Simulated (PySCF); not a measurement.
# GaPH3Cl3 (SMILES [PH3+][Ga-]([Cl])([Cl])[Cl]): M06-2X/cc-pVDZ

Aim: the energy change on altering one bond length of GaPH3Cl3 at M06-2X/cc-pVDZ, from 2 runs. 

The results are computed with PySCF 2.14.0.

2 further runs of the same task are left out: 2 set aside as unsound or not needed.

## (1) The structure to begin with

GaPH3Cl3 has 8 atoms, charge 0, and is taken as a singlet. SMILES: `[PH3+][Ga-]([Cl])([Cl])[Cl]`. Geometry: relaxed at PBE0-D4/def2-TZVP.

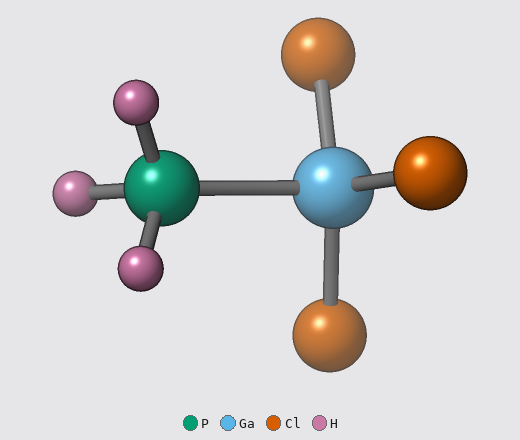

The structure, seen from a chosen angle (phosphorus teal, gallium blue, chlorine orange, hydrogen pink).

## (2) A single-point energy at M06-2X/cc-pVDZ

File run.py:

```python
from pyscf import gto, dft

system = gto.Mole()
system.atom = '''
P     -1.933001    -0.239428     0.887793
Ga     2.310757     0.252656    -1.069018
Cl     3.898316    -3.408310    -0.272121
Cl     1.246274     1.001744    -4.923870
Cl     3.738445     3.390547     1.091884
H     -3.557031     1.864026     0.818062
H     -2.012747    -0.844330     3.475206
H     -3.516969    -2.124808    -0.113573
'''
system.basis = 'cc-pvdz'
system.unit = 'bohr'
system.verbose = 4
system.max_memory = 1860
system.build()

mf = dft.RKS(system, xc='m06-2x')
mf.grids.level = 5
mf.conv_tol = 1e-10
mf.kernel()
if not mf.converged:
    mf = mf.newton().run(mf.mo_coeff, mf.mo_occ)

energy = mf.e_tot
print(f'total energy: {energy:.8f} hartree')
```

Started as:

```console
$ OMP_NUM_THREADS=1 python run.py
```

The log of the run:

```text
PySCF version 2.14.0

[INPUT] num. atoms = 8
[INPUT] num. electrons = 100
[INPUT] charge = 0
[INPUT] spin (= nelec alpha-beta = 2S) = 0
[INPUT] symmetry False subgroup None
[INPUT] Mole.unit = bohr
[INPUT] Symbol           X                Y                Z      unit          X                Y                Z       unit  Magmom
[INPUT]  1 P     -1.022900077886  -0.126699841256   0.469799823614 AA   -1.933001000000  -0.239428000000   0.887793000000 Bohr   0.0
[INPUT]  2 Ga     1.222799944374   0.133699797402  -0.565699963663 AA    2.310757000000   0.252656000000  -1.069018000000 Bohr   0.0
[INPUT]  3 Cl     2.062899988165  -1.803599979751  -0.144000231813 AA    3.898316000000  -3.408310000000  -0.272121000000 Bohr   0.0
[INPUT]  4 Cl     0.659499799362   0.530100095976  -2.605599793533 AA    1.246274000000   1.001744000000  -4.923870000000 Bohr   0.0
[INPUT]  5 Cl     1.978299898278   1.794200204953   0.577800129768 AA    3.738445000000   3.390547000000   1.091884000000 Bohr   0.0
[INPUT]  6 H     -1.882299743736   0.986400079762   0.432899767520 AA   -3.557031000000   1.864026000000   0.818062000000 Bohr   0.0
[INPUT]  7 H     -1.065099843748  -0.446800194496   1.838999818452 AA   -2.012747000000  -0.844330000000   3.475206000000 Bohr   0.0
[INPUT]  8 H     -1.861099846312  -1.124399971181  -0.060100243376 AA   -3.516969000000  -2.124808000000  -0.113573000000 Bohr   0.0

nuclear repulsion = 777.473024375688
number of shells = 35
number of NR pGTOs = 262
number of NR cGTOs = 114
basis = cc-pvdz
ecp = {}

******** <class 'pyscf.dft.rks.RKS'> ********
method = RKS
initial guess = minao
damping factor = 0
level_shift factor = 0
DIIS = <class 'pyscf.scf.diis.CDIIS'>
diis_start_cycle = 1
diis_space = 8
diis_damp = 0
SCF conv_tol = 1e-10
SCF conv_tol_grad = None
SCF max_cycles = 50
direct_scf = True
direct_scf_tol = 1e-13
XC library pyscf.dft.libxc version 7.0.0
    S. Lehtola, C. Steigemann, M. J.T. Oliveira, and M. A.L. Marques.,  SoftwareX 7, 1–5 (2018)
XC functionals = m06-2x
    Y. Zhao and D. G. Truhlar.,  Theor. Chem. Acc. 120, 215 (2008)
    Y. Zhao and D. G. Truhlar.,  Theor. Chem. Acc. 120, 215 (2008)
radial grids:
    Treutler-Ahlrichs [JCP 102, 346 (1995); DOI:10.1063/1.469408] (M4) radial grids

becke partition: Becke, JCP 88, 2547 (1988); DOI:10.1063/1.454033
pruning grids: <function nwchem_prune>
grids dens level: 5
symmetrized grids: False
atomic radii adjust function: <function treutler_atomic_radii_adjust>
small_rho_cutoff = 0
Set gradient conv threshold to 1e-05
Initial guess from minao.
tot grids = 288632
init E= -3648.42380718309
  HOMO = -0.332807670724556  LUMO = -0.0449188383202275  gap/eV = 7.83385
cycle= 1 E= -3648.60866498351  delta_E= -0.185  |g|= 0.465  |ddm|= 2.13
  HOMO = -0.323798758526356  LUMO = -0.0388861745503776  gap/eV = 7.75287
cycle= 2 E= -3648.6284692898  delta_E= -0.0198  |g|= 0.437  |ddm|= 0.992
  HOMO = -0.35563947611274  LUMO = 0.00438705063817689  gap/eV = 9.79682
cycle= 3 E= -3648.68647483766  delta_E= -0.058  |g|= 0.033  |ddm|= 0.447
  HOMO = -0.363160746828249  LUMO = 0.00866496253635955  gap/eV = 10.11789
cycle= 4 E= -3648.68684205624  delta_E= -0.000367  |g|= 0.0118  |ddm|= 0.052
  HOMO = -0.361275458030312  LUMO = 0.0099892339199836  gap/eV = 10.10263
cycle= 5 E= -3648.68689278086  delta_E= -5.07e-05  |g|= 0.00162  |ddm|= 0.0157
  HOMO = -0.361413510727257  LUMO = 0.00979456049730741  gap/eV = 10.10109
cycle= 6 E= -3648.68689376586  delta_E= -9.85e-07  |g|= 0.000362  |ddm|= 0.0025
  HOMO = -0.361402563104244  LUMO = 0.0097465040293805  gap/eV = 10.09948
cycle= 7 E= -3648.68689382281  delta_E= -5.7e-08  |g|= 6.41e-05  |ddm|= 0.000583
  HOMO = -0.361404487834656  LUMO = 0.00976432453566897  gap/eV = 10.10002
cycle= 8 E= -3648.68689382506  delta_E= -2.25e-09  |g|= 2.49e-05  |ddm|= 0.000141
  HOMO = -0.361406595446713  LUMO = 0.00976194150445835  gap/eV = 10.10001
cycle= 9 E= -3648.68689382534  delta_E= -2.76e-10  |g|= 3.18e-06  |ddm|= 3.7e-05
  HOMO = -0.361406860214087  LUMO = 0.00976254316646454  gap/eV = 10.10003
cycle= 10 E= -3648.68689382534  delta_E= -7.28e-12  |g|= 5.57e-07  |ddm|= 1.03e-05
  HOMO = -0.361406883199908  LUMO = 0.00976261165528162  gap/eV = 10.10004
Extra cycle  E= -3648.68689382534  delta_E= 7.28e-12  |g|= 1.85e-07  |ddm|= 1.1e-06
converged SCF energy = -3648.68689382534
total energy: -3648.68689383 hartree
```

It took 46 s on 1 thread of Intel Xeon Platinum 8375C at 2.90GHz (Ice Lake), shared host; peak memory 0.66 GiB.

## (3) The distorted shape, same level

File job.py:

```python
from pyscf import gto, dft

molecule = gto.Mole()
molecule.atom = '''
P     -0.765058    -0.460659     0.480871
Ga     1.480642    -0.200259    -0.554629
Cl     2.320742    -2.137559    -0.132929
Cl     0.917342     0.196141    -2.594529
Cl     2.236142     1.460241     0.588871
H     -1.882300     0.986400     0.432900
H     -0.807258    -0.780759     1.850071
H     -1.603258    -1.458359    -0.049029
'''
molecule.verbose = 3
molecule.max_memory = 1860
molecule.spin = 0
molecule.basis = 'cc-pvdz'
molecule.build()

ks = dft.RKS(molecule)
ks.xc = 'm06-2x'
ks.conv_tol = 1e-10
ks.grids.level = 5
ks.kernel()
if not ks.converged:
    ks = ks.newton().run(ks.mo_coeff, ks.mo_occ)

e_tot = ks.e_tot
print('Final energy', e_tot)
```

Started as:

```console
$ OMP_NUM_THREADS=1 python job.py
```

The log of the run:

```text
converged SCF energy = -3648.64688646211
Final energy -3648.646886462106
```

Run time: 47 s. Hardware: 1 thread of Intel Xeon Platinum 8375C at 2.90GHz (Ice Lake), shared host; peak memory 0.66 GiB.

## (4) Summary of results

Level: M06-2X/cc-pVDZ.

| quantity | value |
| --- | --- |
| first shape: total energy | -3648.68689 Eh |
| first shape: dipole moment | 6.26 D |
| first shape: HOMO energy | -9.83 eV |
| first shape: LUMO energy | 0.27 eV |
| first shape: HOMO–LUMO gap | 10.10 eV |
| distorted shape: total energy | -3648.64689 Eh |
| distorted shape: dipole moment | 6.16 D |
| distorted shape: HOMO energy | -9.85 eV |
| distorted shape: LUMO energy | -1.65 eV |
| distorted shape: HOMO–LUMO gap | 8.20 eV |
| energy change with the P1–H6 bond stretched from 1.407 to 1.829 Å | 1.089 eV |

With the P1–H6 bond stretched from 1.407 to 1.829 Å the energy rises by 1.09 eV (105 kJ/mol). The first shape isn't relaxed at this level, so the change isn't measured from a minimum. Mulliken charges (first shape) run from -0.30 on Cl3 to +0.59 on Ga2. Mulliken charges (distorted shape) run from -0.29 on Cl5 to +0.59 on Ga2; they depend strongly on the basis.
